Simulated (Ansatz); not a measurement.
**Single-point calculation of AlHBrClF2**

AlHBrClF2, computed with RKS PBE0-D4/def2-TZVPP (Ansatz 0.2.0).

The geometry is the product side of a reaction. The reaction was set up to form Al1–Cl6 and Br2–H5 and to break Al1–Br2 and H5–Cl6 (atoms counted from 1 in the order of the input); sticks are drawn by distance alone. The geometry comes from this level: PBE0-D4/def2-TZVP.

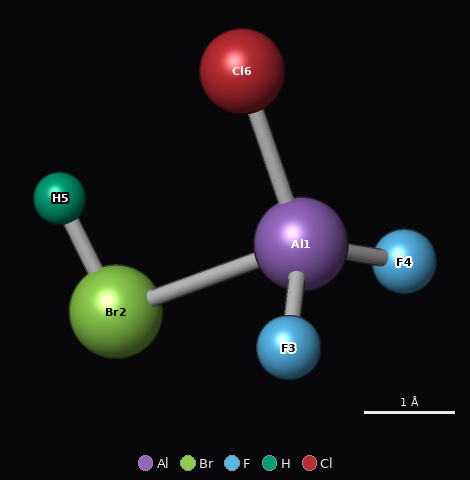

**Figure 1.** The structure as given in the input (ball-and-stick view, seen at a tilt; atoms are numbered from 1 in the order of the input). Sticks mark near contacts.

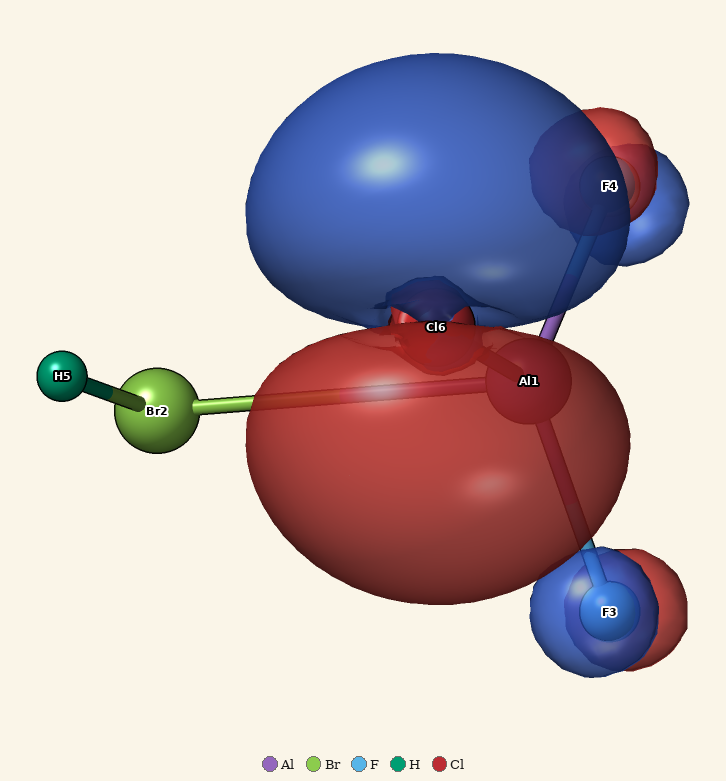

**Figure 2.** The HOMO at ±0.1 Å⁻³ᐟ² (red and blue are the two phases), seen from the side. Its energy is −9.42 eV.

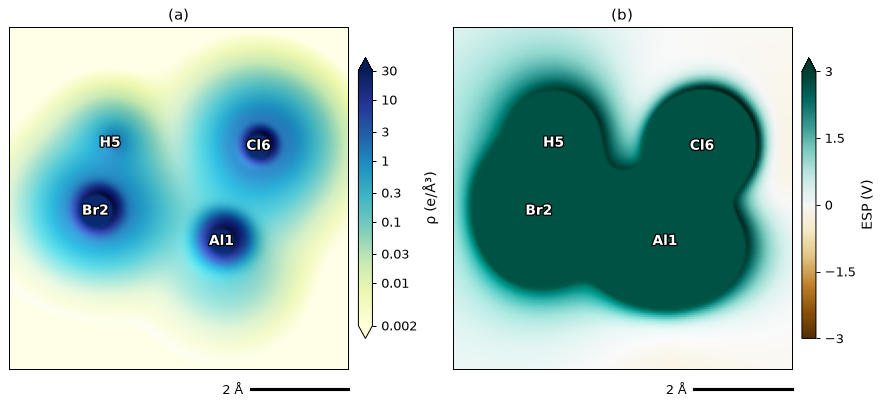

**Figure 3.** (a) electron density; (b) molecular electrostatic potential on the plane of atoms Al1, Br2 and H5. Atoms in the plane: Al, Br, H and Cl. Al–Cl (2.09 Å): ρ at the midpoint is about 0.75 e/Å³. Br–H (1.43 Å): ρ at the midpoint is about 1.6 e/Å³, with its minimum of 1.4 e/Å³ about 1.0 Å from Br.

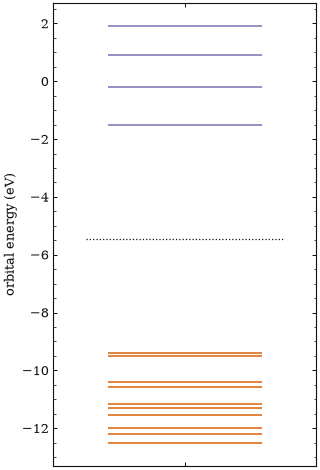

**Figure 4.** Orbital energies near the frontier; the dotted line parts filled from empty levels, and levels within 0.02 eV of each other stand side by side. Highest filled −9.42 eV, lowest empty −1.50 eV, 7.92 eV apart.

These pictures come from the run below.

**The input**
```yaml
crystal:
  periodic: [false, false, false]
  atoms:
    - {symbol: Al, position_ang: [-0.750519, 0.079528, -0.355537]}
    - {symbol: Br, position_ang: [1.593473, -1.021670, 0.239382]}
    - {symbol: F, position_ang: [-0.523711, 0.186632, -1.977604]}
    - {symbol: F, position_ang: [-1.699506, -1.135014, 0.208668]}
    - {symbol: H, position_ang: [1.930266, 0.077614, 1.085075]}
    - {symbol: Cl, position_ang: [-0.550103, 1.812911, 0.800116]}
basis:
  gaussian: {orbitals: def2-TZVPP}
hamiltonian: {xc: pbe0, dispersion: d4}
output: {orbitals: {seedname: orbitals}}
```

Launch command:
```bash
ansatz run in.yaml --threads 4 --pin off --events-out ev --progress --plain --max-ram 9574MiB
```

**What the program printed**
```
Functional definition: PBE0
  name "PBE0"
  cite "Adamo & Barone, J. Chem. Phys. 110, 6158 (1999) doi:10.1063/1.478522"
  cite "Perdew, Burke & Ernzerhof, Phys. Rev. Lett. 77, 3865 (1996) doi:10.1103/PhysRevLett.77.3865"
  parent pbe
  parameter a = 0.25
  parameter kappa = 0.804
  parameter beta = 0.06672455060314922
  exchange = (1 - a)*pbe_x(kappa = kappa, mu = beta*pi^2/3) + a*exact_x
  correlation = pbe_c(beta = beta)
1409 factors; their error is unknown
mean field evaluation 1: about -94600.3054 eV, gradient 5.4e1 eV
mean field evaluation 2: about -94593.3927 eV, gradient 9.0e1 eV
mean field evaluation 4: about -94604.5675 eV, gradient 1.7e0 eV
mean field evaluation 8: about -94604.5731 eV, gradient 1.2e-1 eV
mean field evaluation 16: about -94605.0676 eV, gradient 2.6e-4 eV
mean field -94605.06764510 eV, -3476.6721103394 hartree, gradient 8.2e-5 eV, S^2 0.000000; 0 other end points of the search recorded, 0 dependent functions left out
reference -94605.06767526 eV, -3476.6721114477 hartree; 42, 42 occupied and 166, 166 virtual orbitals, 1409 factors
Total energy: -94605.20830013 eV, -3476.6772793164 hartree
```

**Summary**

- outcome: converged
- total energy: −94605.2083 eV
- mean-field energy: −94605.0677 eV
- dispersion energy: −0.1406 eV
- SCF solution under orbital rotations: stable
- HOMO: −9.42 eV
- LUMO: −1.50 eV
- hardware: 4 threads of Arm Neoverse V1, 23 GiB of memory available, shared host
- wall time: 3 s (CPU time 11 s)
- peak memory: 0.68 GiB
